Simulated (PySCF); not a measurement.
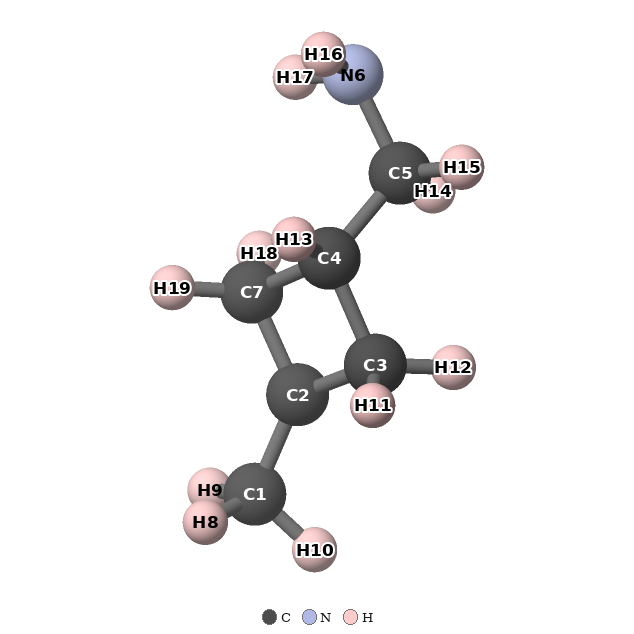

Charge 0, doublet. The geometry was computed by an optimisation with GFN2-xTB. No frequency run is at hand to confirm it as a minimum. Level of theory: UKS B3LYP, pcH-1 on C H N, non-relativistic (PySCF 2.14.0). Fermi-contact and spin-dipolar terms alone, no spin-orbit part.

Which nucleus has the largest dipolar (anisotropic) hyperfine coupling?

Answer. 13C at C2: principal values −80.1, −78.4, 158.4 MHz.

List the isotropic and dipolar parts for the most strongly coupled nuclei, one of each equivalent set.

```csv
atom,isotope,a_iso (MHz),dipolar part (MHz)
C2,13C,123.2,"−80.1, −78.4, 158.4"
H10,1H,40.6,"−4.8, −4.5, 9.3"
H9,1H,28.2,"−4.9, −4.3, 9.2"
H18,1H,110.2,"−5.1, −4.1, 9.2"
H12,1H,110.4,"−5.1, −4.1, 9.2"
H8,1H,139.2,"−4.5, −3.4, 7.9"
H19,1H,91.7,"−4.2, −2.9, 7.2"
H11,1H,92.4,"−4.2, −2.9, 7.2"
```
